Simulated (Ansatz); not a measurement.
# GeC+ (quartet): correlated methods under varied settings at distance Ge1–C2 = 3.479 Å

What do other methods and options give for GeC+ (quartet) at this geometry, and how long do they take?

The runs use Ansatz 0.2.0, Gaussian basis; the settings change from run to run.

15 further runs of the same task are left out: 11 that didn't finish, 4 set aside as unsound or not needed.

**1. The geometry**

The geometry derives from a PBE0/def2-TZVP stationary point (not a proven minimum). One bond is set to the value named and the two fragments are kept rigid. No spin-orbit coupling is included. The filled d shell of Ge may be among the frozen orbitals whatever the setting's name suggests; the logs give the count.

2 atoms, charge 1, spin multiplicity 4.

Atoms are counted from 1 here; the program's logs count them from 0.

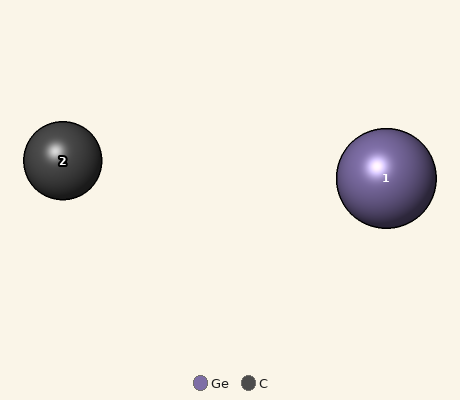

The geometry (germanium purple, carbon dark grey); atoms are numbered from 1 in the order of the file.

**2. HF/cc-pVDZ**

The input, in.yaml:

```yaml
crystal:
  periodic: [false, false, false]
  atoms:
    - {symbol: Ge, position_ang: [0.000000, 0.000000, 0.000000]}
    - {symbol: C, position_ang: [0.000000, 0.000000, 3.479000]}
basis:
  gaussian: {orbitals: cc-pVDZ}
total_charge: 1
magnetization: {spin_polarized: false, initial_magnetization: 3}
hamiltonian: {xc: hf}
output: {forces: true, orbitals: {seedname: orbitals}}
```

Command:

```console
> ansatz run in.yaml --threads 1 --pin off --events-out ev --progress --plain --max-ram 2393MiB
```

Log:

```text
Functional definition: HF
  name "HF"
  cite "Fock, Z. Phys. 61, 126 (1930) doi:10.1007/BF01340294"
  parent pbe
  exchange = exact_x
  correlation = 0
462 factors; integrals over basis functions are off by at most 4.4e-4 eV
mean field evaluation 1: about -57482.1417 eV, gradient 2.1e1 eV
mean field evaluation 2: about -57482.1693 eV, gradient 2.1e1 eV
mean field evaluation 4: about -57475.4166 eV, gradient 2.7e1 eV
mean field evaluation 8: about -57489.3862 eV, gradient 5.7e-1 eV
mean field evaluation 16: about -57489.3917 eV, gradient 2.1e-1 eV
mean field evaluation 32: about -57489.6766 eV, gradient 1.6e-2 eV
mean field evaluation 64: about -57489.6499 eV, gradient 7.3e-1 eV
mean field evaluation 96: about -57489.6496 eV, gradient 7.2e-1 eV
mean field evaluation 128: about -57489.3961 eV, gradient 5.9e-1 eV
mean field evaluation 160: about -57489.6678 eV, gradient 7.0e-1 eV
mean field evaluation 192: about -57489.3086 eV, gradient 7.5e-1 eV
mean field evaluation 224: about -57489.6608 eV, gradient 2.6e-1 eV
mean field evaluation 256: about -57489.6496 eV, gradient 4.4e-2 eV
mean field evaluation 288: about -57485.4796 eV, gradient 1.5e1 eV
mean field evaluation 320: about -57488.0634 eV, gradient 7.0e0 eV
mean field -57489.67660684 eV, -2112.7066473989 hartree, gradient 4.4e-6 eV, S^2 3.750000; 6 other end points of the search recorded, 0 dependent functions left out
the calculation of the forces begins
reference -57489.67660684 eV, -2112.7066473989 hartree; 20, 17 occupied and 21, 24 virtual orbitals, 462 factors
Total energy: -57489.67660684 eV, -2112.7066473989 hartree
Atom 0 at     0.000000     0.000000     0.000000 Å, force     0.000000    -0.000000     0.293844 eV/Å
Atom 1 at     0.000000     0.000000     3.479000 Å, force    -0.000000     0.000000    -0.293844 eV/Å
Dipole moment:    -0.000000     0.000000    -0.281543 e Å
```

Wall time 2.1 s (1 thread of Arm Neoverse V2, shared host).

**3. BCCD/cc-pVDZ**

The input, in.yaml:

```yaml
crystal:
  periodic: [false, false, false]
  atoms:
    - {symbol: Ge, position_ang: [0.000000, 0.000000, 0.000000]}
    - {symbol: C, position_ang: [0.000000, 0.000000, 3.479000]}
basis:
  gaussian: {orbitals: cc-pVDZ, fitting: {mean_field: def2-universal-jkfit}}
total_charge: 1
magnetization: {spin_polarized: false, initial_magnetization: 3}
hamiltonian: {xc: {name: PBE}}
correlation: {method: bccd, electrons: valence}
```

The command is unchanged.

Log (excerpt; [...] marks lines left out):

```text
Functional definition: PBE
  name "PBE"
  cite "Perdew, Burke & Ernzerhof, Phys. Rev. Lett. 77, 3865 (1996) doi:10.1103/PhysRevLett.77.3865"
  parent pbe
[...]
341 factors; integrals over basis functions are off by at most 3.3e-2 eV
[...]
mean field -57527.67948104 eV, -2114.1032272664 hartree, gradient 6.0e-7 eV, S^2 3.750000; 11 other end points of the search recorded, 0 dependent functions left out
[...]
10 core orbitals not correlated: weight in the atoms' cores, before any rotation towards them, 1.000 or more for the frozen orbitals, at most 0.000 for the correlated occupied ones
reference -57485.70658913 eV, -2112.5607519393 hartree; 10, 7 occupied and 21, 24 virtual orbitals, 341 factors
second order -6.64265159 eV of doubles, -0.83451230 eV of singles
cycle   1  -5.81673471 eV  change    -1.2e0 eV  update   1.2e-1
[...]
cycle  18  -6.57522213 eV  change    4.4e-6 eV  update   3.8e-6
WARN: the results are in doubt because among natural orbitals full CI differs from the method by -0.326 eV
Total energy: -57492.28181126 eV, -2112.8023868956 hartree
In doubt: among natural orbitals full CI differs from the method by -0.326 eV
```

Wall time 10 s (1 thread of Arm Neoverse V2, shared host).

From the report: correlation -6.5752 eV; largest double amplitude 0.27. The program marks this result as in doubt; its last lines say why.

**4. CISD/cc-pVDZ**

The input, in.yaml:

```yaml
crystal:
  periodic: [false, false, false]
  atoms:
    - {symbol: Ge, position_ang: [0.000000, 0.000000, 0.000000]}
    - {symbol: C, position_ang: [0.000000, 0.000000, 3.479000]}
basis:
  gaussian: {orbitals: cc-pVDZ, point_charges: [{charge: 1.00, position_ang: [3.147, 0.791, 0.494]}]}
total_charge: 1
magnetization: {spin_polarized: false, initial_magnetization: 3}
correlation: {active_space: {ras: {orbitals: [2, 3, 21], electrons: 7, max_holes: 2, max_particles: 2}, fixed_orbitals: true}}
output: {forces: true}
```

The command is unchanged.

Log (excerpt; [...] marks lines left out):

```text
Functional definition: HF
  name "HF"
  cite "Fock, Z. Phys. 61, 126 (1930) doi:10.1007/BF01340294"
  parent pbe
[...]
462 factors; integrals over basis functions are off by at most 4.4e-4 eV
[...]
mean field -57485.97328685 eV, -2112.5705528996 hartree, gradient 2.3e-8 eV, S^2 3.750000; 14 other end points of the search recorded, 0 dependent functions left out
reference -57485.97328685 eV, -2112.5705528996 hartree; 20, 17 occupied and 21, 24 virtual orbitals, 462 factors
state -57489.29181621 eV, -2112.6925066040 hartree
[...]
Total energy: -57489.29181621 eV, -2112.6925066040 hartree
Atom 0 at     0.000000     0.000000     0.000000 Å, force    -0.631130    -0.158635     0.347257 eV/Å
Atom 1 at     0.000000     0.000000     3.479000 Å, force    -0.028920    -0.007269    -0.418897 eV/Å
Dipole moment:    -0.259416    -0.065204    -0.122520 e Å
```

Run time: 4.9 s. Hardware: 1 thread of Arm Neoverse V2, shared host.

From the report: 24,958 determinants.

**5. CCSDT on ROHF/def2-SVP**

The input, in.yaml:

```yaml
crystal:
  periodic: [false, false, false]
  atoms:
    - {symbol: Ge, position_ang: [0.000000, 0.000000, 0.000000]}
    - {symbol: C, position_ang: [0.000000, 0.000000, 3.479000]}
basis:
  gaussian: {orbitals: def2-SVP}
total_charge: 1
magnetization: {spin_polarized: false, initial_magnetization: 3}
correlation: {method: ccsdt, electrons: outside_noble_gas}
```

The command is unchanged.

Log (excerpt; [...] marks lines left out):

```text
Functional definition: HF
  name "HF"
  cite "Fock, Z. Phys. 61, 126 (1930) doi:10.1007/BF01340294"
  parent pbe
[...]
701 factors; integrals over basis functions are off by at most 1.3e-7 eV
[...]
mean field -57482.18531839 eV, -2112.4313476262 hartree, gradient 6.4e-7 eV, S^2 3.750000; 26 other end points of the search recorded, 0 dependent functions left out
[...]
determinant -57482.18531839 eV, -2112.4313476262 hartree, with singles and doubles -57485.60363230 eV, -2112.5569683455 hartree
determinant -57482.15873249 eV, -2112.4303706124 hartree, with singles and doubles -57485.57401319 eV, -2112.5558798631 hartree
determinant -57481.89915143 eV, -2112.4208311843 hartree, with singles and doubles -57485.32368302 eV, -2112.5466803991 hartree
determinant -57481.86084184 eV, -2112.4194233328 hartree, with singles and doubles -57485.26987572 eV, -2112.5447030175 hartree
[...]
determinant -57482.15873249 eV, -2112.4303706124 hartree, with singles and doubles -57485.57310679 eV, -2112.5558465536 hartree
determinant -57481.89915143 eV, -2112.4208311843 hartree, with singles and doubles -57485.32677409 eV, -2112.5467939938 hartree
determinant -57481.86084184 eV, -2112.4194233328 hartree, with singles and doubles -57485.26944649 eV, -2112.5446872434 hartree
determinant -57481.82729323 eV, -2112.4181904442 hartree, with singles and doubles -57485.24725171 eV, -2112.5438716004 hartree
15 core orbitals not correlated: weight in the atoms' cores, before any rotation towards them, 1.000 or more for the frozen orbitals, at most 0.000 for the correlated occupied ones
reference -57482.18531839 eV, -2112.4313476262 hartree; 5, 2 occupied and 26, 29 virtual orbitals, 701 factors
second order -2.34219997 eV of doubles, -0.12714283 eV of singles
cycle   1  -3.10157172 eV  change   -6.3e-1 eV  update   7.0e-2
[...]
cycle 105  -3.51403535 eV  change    1.0e-7 eV  update   1.3e-7
Total energy: -57485.69935374 eV, -2112.5604860436 hartree
```

Run time: 27 s. Hardware: 1 thread of Arm Neoverse V2, shared host.

From the report: correlation -3.5140 eV; T1 0.037; largest double amplitude 0.27.

**6. BCCD/cc-pVDZ**

The input, in.yaml:

```yaml
crystal:
  periodic: [false, false, false]
  atoms:
    - {symbol: Ge, position_ang: [0.000000, 0.000000, 0.000000]}
    - {symbol: C, position_ang: [0.000000, 0.000000, 3.479000]}
basis:
  gaussian: {orbitals: cc-pVDZ}
total_charge: 1
magnetization: {spin_polarized: true, initial_magnetization: 3}
hamiltonian: {xc: {name: PBE0}}
correlation: {method: bccd, electrons: all, diis_vectors: 12}
output: {forces: true}
```

The command is unchanged.

Log (excerpt; [...] marks lines left out):

```text
Functional definition: PBE0
  name "PBE0"
  cite "Adamo & Barone, J. Chem. Phys. 110, 6158 (1999) doi:10.1063/1.478522"
  cite "Perdew, Burke & Ernzerhof, Phys. Rev. Lett. 77, 3865 (1996) doi:10.1103/PhysRevLett.77.3865"
  parent pbe
[...]
462 factors; integrals over basis functions are off by at most 4.4e-4 eV
[...]
mean field -57529.04149157 eV, -2114.1532802303 hartree, gradient 2.6e-6 eV, S^2 3.754882; 10 other end points of the search recorded, 0 dependent functions left out
reference -57489.39942136 eV, -2112.6964610206 hartree; 20, 17 occupied and 21, 24 virtual orbitals, 462 factors
second order -3.20027439 eV of doubles, -0.31858732 eV of singles
cycle   1  -4.05803688 eV  change   -5.4e-1 eV  update   7.5e-2
[...]
cycle  25  -4.39809838 eV  change   -2.2e-8 eV  update   3.8e-8
[...]
Total energy: -57493.79751974 eV, -2112.8580881549 hartree
Atom 0 at     0.000000     0.000000     0.000000 Å, force     0.000000    -0.000000     0.384541 eV/Å
Atom 1 at     0.000000     0.000000     3.479000 Å, force    -0.000000     0.000000    -0.384541 eV/Å
Dipole moment:     0.000000     0.000000    -0.244592 e Å
```

Wall time 44 s (1 thread of Arm Neoverse V2, shared host); peak memory 0.28 GiB.

From the report: ⟨S²⟩ of the determinant 3.755 (pure quartet: 3.75); correlation -4.3981 eV; largest double amplitude 0.11.

**7. The runs in one table**

Where basis and cores are those of an earlier FCI/cc-pVDZ run (-57493.2985 eV), and the state is the same kind, the miss against it is given. † marks a result that the program doubts.

```
                               level         correlated  functions  energy (eV)  from FCI (meV)   time
                          HF/cc-pVDZ                            41  -57489.6766          3621.9  2.1 s
    BCCD/cc-pVDZ (on PBE orbitals) †            valence         41  -57492.2818                   10 s
CISD/cc-pVDZ (beside a point charge)  outside noble gas         41  -57489.2918                  4.9 s
              CCSDT on ROHF/def2-SVP  outside noble gas         46  -57485.6994                   27 s
     BCCD/cc-pVDZ (on PBE0 orbitals)                all         41  -57493.7975                   44 s
```

**8. Results**

| quantity | value |
| --- | --- |
| runs | 5 |
| quickest | HF/cc-pVDZ, 2.1 s |
| slowest | BCCD/cc-pVDZ (on PBE0 orbitals), 44 s |

What this shows: Total energies in different bases, with other cores or another treatment of relativity can't be set against each other. BCCD/cc-pVDZ (on PBE0 orbitals) took 21 times as long as HF/cc-pVDZ; the jobs differ in more than the method. Hartree-Fock, CASSCF and CASCI lack dynamic correlation by design.
